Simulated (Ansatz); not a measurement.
# Geometry relaxation of AlH$_{2}$Cl

- system: AlH$_{2}$Cl
- method: RKS r2SCAN-D4/def2-TZVP (Ansatz 0.2.0)

It belongs to a series of runs on one base structure; here: start relaxed.

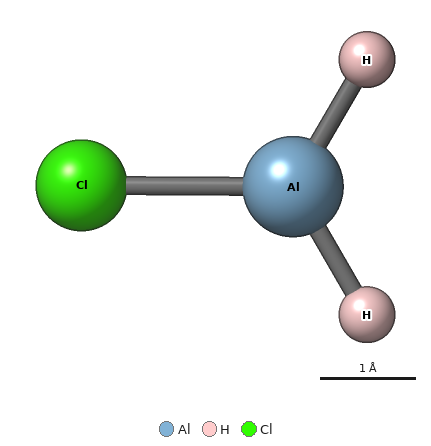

Figure 1. The starting structure (ball-and-stick view, seen on its broad side). Sticks mark near contacts.

The input
```yaml
crystal:
  periodic: [false, false, false]
  atoms:
    - { symbol: Al, position_ang: [0.0, 0.0, 0.0] }
    - { symbol: H, position_ang: [0.0, 0.0, 1.56] }
    - { symbol: H, position_ang: [1.351, 0.0, -0.78] }
    - { symbol: Cl, position_ang: [-1.9312, 0.0, -1.115] }
basis:
  gaussian: { orbitals: def2-TZVP }
hamiltonian:
  xc: r2scan
  dispersion: d4
relax:
  f_tol: 0.02
  max_steps: 40
output:
  orbitals: {}
```

Run on 2 threads of Arm Neoverse V2, 24 GiB of memory available, shared host.

Run as:
```bash
ansatz run input.yaml --threads 2 --pin off --max-ram 3072MiB --backend cpu --events-out ev --progress --plain --runs-dir out
```

The program's output
```
The last accepted step is kept in [file] (removed where the run ends without a failure and the disk answers)
Engine: ansatz 0.2.0, aarch64-unknown-linux-gnu
Functional definition: r2SCAN
  parameter k0 = 0.174
  parameter k1 = 0.065
  parameter a1 = 4.9479
  exchange = r2scan_x(k0 = k0, k1 = k1, a1 = a1)
  correlation = r2scan_c
603 factors; their error is unknown
mean field evaluation 1: about -19151.5604 eV, gradient 1.7e1 eV
mean field evaluation 2: about -19151.7751 eV, gradient 1.7e1 eV
mean field evaluation 4: about -19152.3877 eV, gradient 8.7e-1 eV
mean field evaluation 8: about -19152.3841 eV, gradient 4.9e-2 eV
mean field -19152.38410980 eV, -703.8371340831 hartree, gradient 3.2e-5 eV, S^2 0.000000; 0 other end points of the search recorded, 0 dependent functions left out
the calculation of the forces begins
reference -19152.38412091 eV, -703.8371344913 hartree; 16, 16 occupied and 70, 70 virtual orbitals, 603 factors
relax step   1: F+E_penalty+E_count = -19152.39544638 eV  Δ(F+E_penalty+E_count) = +0.000e0 eV  max|allowed force component| = 1.447e0 eV/Å  Δτ_max = 0.0000 Å  (26 SCF iters, accepted)
these checks for a lower state are left out or cut short: starts, cluster_reference, orbital_swaps, neighbouring_geometries, increment
603 factors; their error is unknown
mean field evaluation 16: about -19152.4913 eV, gradient 3.6e0 eV
mean field -19152.51050108 eV, -703.8417788768 hartree, gradient 2.6e-5 eV, S^2 0.000000; 0 other end points of the search recorded, 0 dependent functions left out
the calculation of the forces begins
reference -19152.51051210 eV, -703.8417792816 hartree; 16, 16 occupied and 70, 70 virtual orbitals, 603 factors
relax step   2: F+E_penalty+E_count = -19152.52194514 eV  Δ(F+E_penalty+E_count) = -1.265e-1 eV  max|allowed force component| = 4.829e-1 eV/Å  Δτ_max = 0.1232 Å  (29 SCF iters, accepted)
these checks for a lower state are left out or cut short: starts, cluster_reference, orbital_swaps, neighbouring_geometries, increment
603 factors; their error is unknown
mean field -19152.52107112 eV, -703.8421673187 hartree, gradient 1.5e-5 eV, S^2 0.000000; 0 other end points of the search recorded, 0 dependent functions left out
the calculation of the forces begins
reference -19152.52108214 eV, -703.8421677236 hartree; 16, 16 occupied and 70, 70 virtual orbitals, 603 factors
relax step   3: F+E_penalty+E_count = -19152.53253186 eV  Δ(F+E_penalty+E_count) = -1.059e-2 eV  max|allowed force component| = 3.886e-2 eV/Å  Δτ_max = 0.0256 Å  (30 SCF iters, accepted)
these checks for a lower state are left out or cut short: starts, cluster_reference, orbital_swaps, neighbouring_geometries, increment
603 factors; their error is unknown
mean field evaluation 32: about -19152.5272 eV, gradient 2.1e-1 eV
mean field -19152.52129230 eV, -703.8421754469 hartree, gradient 1.4e-5 eV, S^2 0.000000; 0 other end points of the search recorded, 0 dependent functions left out
the calculation of the forces begins
reference -19152.52130332 eV, -703.8421758520 hartree; 16, 16 occupied and 70, 70 virtual orbitals, 603 factors
relax step   4: F+E_penalty+E_count = -19152.53274910 eV  Δ(F+E_penalty+E_count) = -2.172e-4 eV  max|allowed force component| = 4.076e-3 eV/Å  Δτ_max = 0.0062 Å  (30 SCF iters, accepted)
```

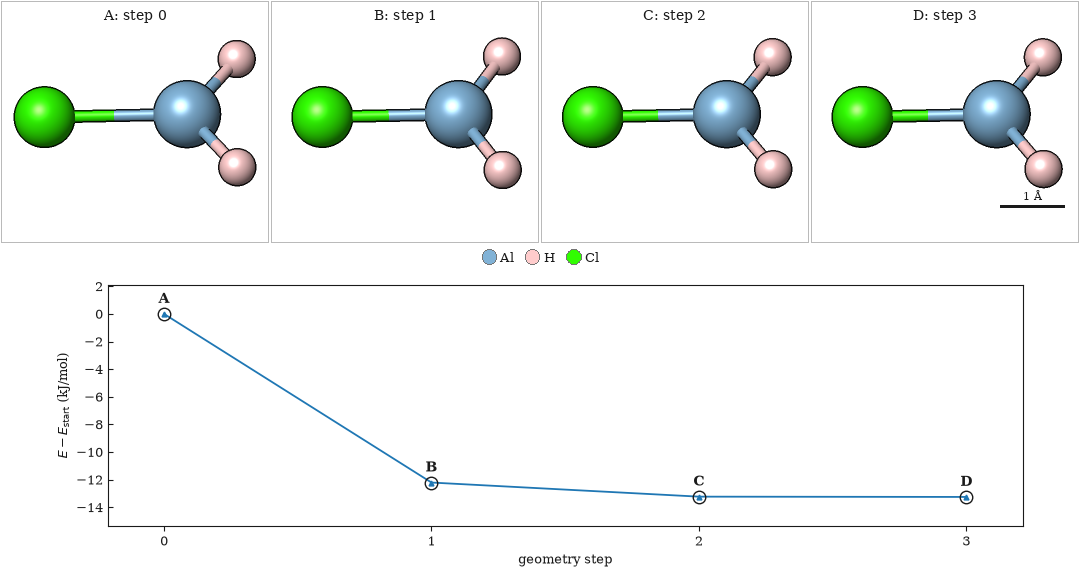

Figure 2. Frames of the relaxation (ball-and-stick view, seen at a tilt) above the curves, on which the letters mark them (the first geometry is step 0 here and step 1 in the log).

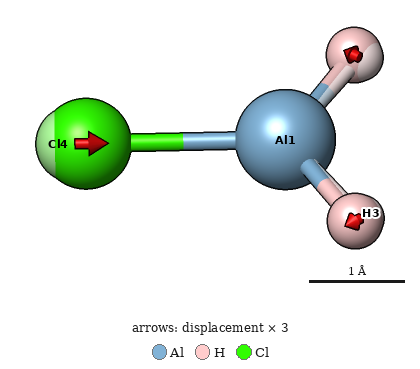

Figure 3. Start (faint) and end (solid) with the displacements as red arrows, magnified 3 times (ball-and-stick view, seen at a tilt). The two geometries are laid on each other by the best rigid fit. The energy falls by 13.2 kJ/mol in 3 geometry steps. The largest force component goes from 1.4 to 0.0041 eV/Å. The atom that moves furthest after the best rigid fit is Cl4 (0.12 Å). Largest moves by element: Cl 0.12 Å, H 0.07 Å, Al 0.01 Å. Among the contacts that change: Al1–Cl4 2.230 → 2.098 Å, Al1–H2 1.560 → 1.574 Å. Among the angles that change: H2–Al1–H3 120.0° → 124.8°, H2–Al1–Cl4 120.0° → 117.6°. (Atoms are counted from 1 in the order of the input.)

```
603 factors; their error is unknown
mean field -19152.52129230 eV, -703.8421754469 hartree, gradient 1.4e-5 eV, S^2 0.000000; 1 other end points of the search recorded, 0 dependent functions left out
the calculation of the forces begins
reference -19152.52130332 eV, -703.8421758520 hartree; 16, 16 occupied and 70, 70 virtual orbitals, 603 factors
Total energy: -19152.53276012 eV, -703.8425968814 hartree
Atom 0 at    -0.006398     0.000000    -0.003699 Å, force    -0.003074    -0.000000    -0.001775 eV/Å
Atom 1 at    -0.072743    -0.000000     1.569038 Å, force    -0.001094     0.000000     0.000739 eV/Å
Atom 2 at     1.322465    -0.000000    -0.847513 Å, force     0.000093     0.000000    -0.001318 eV/Å
Atom 3 at    -1.823524    -0.000000    -1.052826 Å, force     0.004076     0.000000     0.002353 eV/Å
Dipole moment:     0.211906     0.000000     0.122345 e Å
```

Trajectory as extended XYZ (Å, eV, eV/Å), 4 frames, from step=1 to step=4
```
4
Properties=species:S:1:pos:R:3:forces:R:3 step=1 energy=-19152.39545
Al    0.0000    0.0000    0.0000   -1.2993   0.0000  -0.7502
H     0.0000    0.0000    1.5600   -0.2066   0.0000   0.1873
H     1.3510    0.0000   -0.7800    0.0590   0.0000  -0.2725
Cl   -1.9312    0.0000   -1.1150    1.4469   0.0000   0.8354
4
Properties=species:S:1:pos:R:3:forces:R:3 step=2 energy=-19152.52195
Al    0.0187    0.0000    0.0108   -0.4829   0.0000  -0.2788
H    -0.0959    0.0000    1.5813    0.0895   0.0000  -0.0180
H     1.3215    0.0000   -0.8736    0.0292   0.0000   0.0865
Cl   -1.8245    0.0000   -1.0534    0.3642   0.0000   0.2103
4
Properties=species:S:1:pos:R:3:forces:R:3 step=3 energy=-19152.53253
Al   -0.0035    0.0000   -0.0020    0.0097   0.0000   0.0056
H    -0.0788    0.0000    1.5704    0.0196   0.0000  -0.0003
H     1.3206    0.0000   -0.8535    0.0095   0.0000   0.0172
Cl   -1.8184    0.0000   -1.0499   -0.0389   0.0000  -0.0224
4
Properties=species:S:1:pos:R:3:forces:R:3 step=4 energy=-19152.53275
Al   -0.0064    0.0000   -0.0037   -0.0031   0.0000  -0.0018
H    -0.0727    0.0000    1.5690   -0.0011   0.0000   0.0007
H     1.3225    0.0000   -0.8475    0.0001   0.0000  -0.0013
Cl   -1.8235    0.0000   -1.0528    0.0041   0.0000   0.0024
```

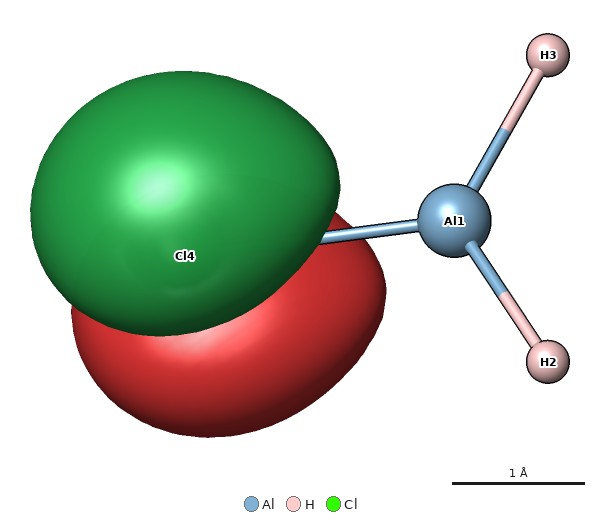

Figure 4. One frontier orbital at ±0.15 Å⁻³ᐟ² (green and red are the two phases), seen at a tilt. The HOMO−1, at −8.52 eV.

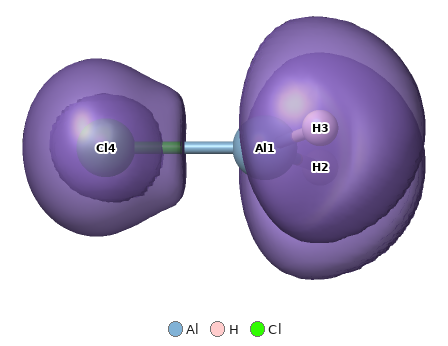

Figure 5. Isosurface of the electron localisation function at 0.8 (purple), seen from the side. Core shells and regions of very low density are left out. Along the contacts the grid gives the following. Al–Cl (2.10 Å): the ELF peaks at about 0.85 in the valence shell of Cl, 0.9 Å from its nucleus, and is about 0.80 at the midpoint. Al–H (1.57 Å): the ELF climbs to about 1 towards the hydrogen, as it does in any bond to H.

Summary

```csv
quantity,value
outcome,converged
total energy,−19152.5328 eV
mean-field energy,−19152.5213 eV
largest force (length of the vector) at the end,0.005 eV/Å
wall time,6.2 s (CPU time 12 s)
peak memory,0.14 GiB
```
